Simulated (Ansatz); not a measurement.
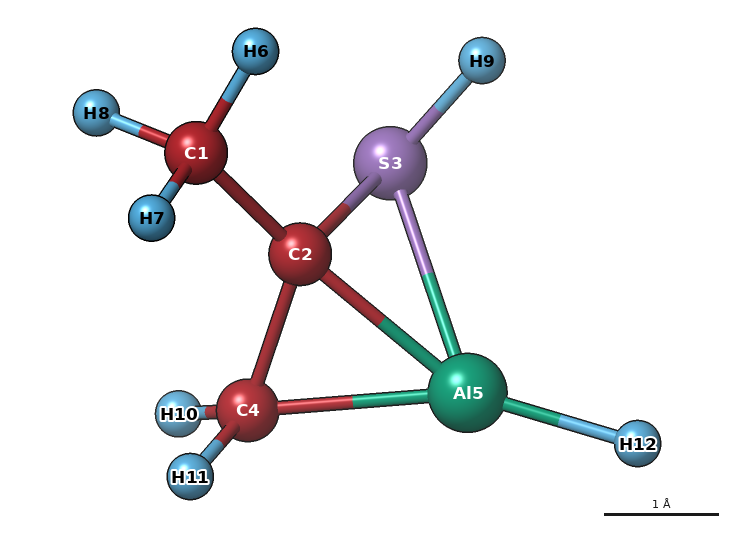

Computed geometry: PBE-D4/def2-SVP optimisation. No frequency run is at hand to confirm it as a minimum.

> Describe the coordination of atom 3.

S3 has 3 neighbours (C2 at 1.90, Al5 at 2.44, H9 at 1.37 Å); the arrangement is trigonal pyramidal.

> What is the geometry at C1?

C1 has 4 neighbours (C2 at 1.50, H6 at 1.11, H7 at 1.11, H8 at 1.11 Å); the arrangement is tetrahedral.

> What is the dihedral angle C1–C2–S3–Al5?

162° in size, that is anti.
